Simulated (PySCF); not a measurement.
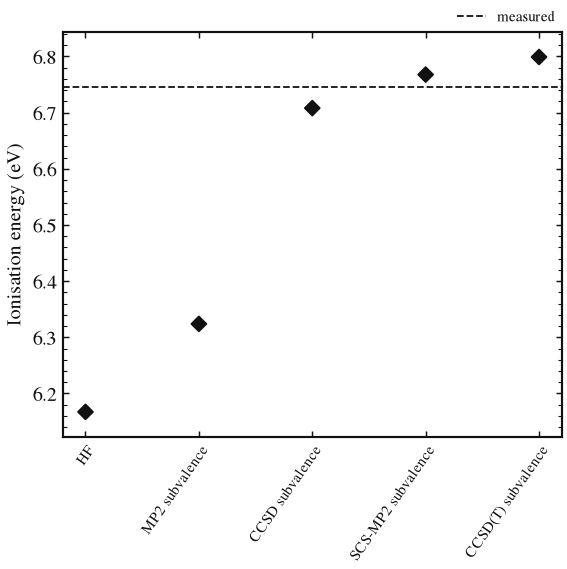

The ionisation energy of an atom or ion with 23 electrons in the configuration [Ar] 3d³ 4s² by several methods. PySCF, x2c-TZVPPall, spin-free X2C-1e, unrestricted single determinants, no spin-orbit coupling. Methods marked “subvalence” freeze 10 core electrons.

**Name the element and charge.**

The V atom. The values run from 6.167 eV (HF) to 6.799 eV (CCSD(T) subvalence). The measured value is 6.746 eV; nearest to it come SCS-MP2 subvalence (+0.022) and CCSD subvalence (−0.038), furthest HF (−0.579 eV). These values lack spin-orbit coupling; with the first-order correction of +0.014 eV added, CCSD subvalence comes nearest (−0.024).
